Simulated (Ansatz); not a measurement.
Consider C₂H₅NS (SMILES CN=CS).

Input file:

```
crystal:
  periodic: [false, false, false]
  atoms:
    - { symbol: C, position_ang: [-0.0224, 1.4141, 0.2153] }
    - { symbol: "N", position_ang: [0.4186, 0.1643, 0.6654] }
    - { symbol: C, position_ang: [0.0422, -0.8347, -0.0655] }
    - { symbol: S, position_ang: [0.6864, -2.4219, 0.4103] }
    - { symbol: H, position_ang: [-0.6777, 1.3972, -0.7234] }
    - { symbol: H, position_ang: [-0.6795, 1.9344, 0.9871] }
    - { symbol: H, position_ang: [0.8038, 2.123, 0.0051] }
    - { symbol: H, position_ang: [-0.5114, -0.7434, -0.9645] }
    - { symbol: H, position_ang: [0.0285, -3.0794, -0.5469] }
basis:
  gaussian: { orbitals: def2-SVP }
hamiltonian:
  xc: pbe0
relax:
  f_tol: 0.015
  max_steps: 40
output:
  orbitals: {}
```

Launched as:

```sh
ansatz run input.yaml --threads 1 --pin off --max-ram 2048MiB --backend cpu --events-out ev --progress --plain --runs-dir out
```

The fields are those of the relaxed geometry.

Computed with Ansatz 0.2.0, RKS PBE0/def2-SVP.

> What will maps of the electron density and electron localisation function show?

C–N (1.26 Å): ρ is about 2.9 e/Å³ halfway; the ELF peaks at about 0.90 between the atoms: a short, multiple covalent bond.
C–S (1.76 Å): the density is about 1.4 e/Å³ at the midpoint; the ELF peaks at about 0.95 between the atoms, as expected for localised, covalent bonding.
C–H (1.11 Å): ρ at the midpoint is about 1.9 e/Å³; the ELF climbs to about 1 towards the hydrogen, as it does in any bond to H; an ordinary covalent bond to hydrogen.
C–N (1.43 Å): ρ at the midpoint is about 2 e/Å³; the ELF peaks at about 0.95 between the atoms: localised, covalent bonding.

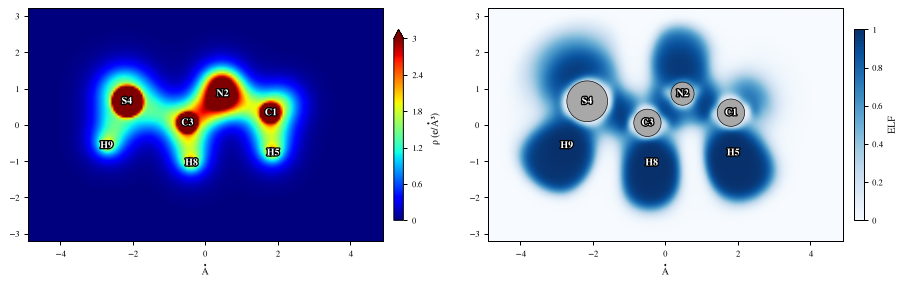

Computed electron density and electron localisation function on the plane of atoms N2, C1 and H5, in this order. Grey discs cover the atomic cores in the ELF map. 
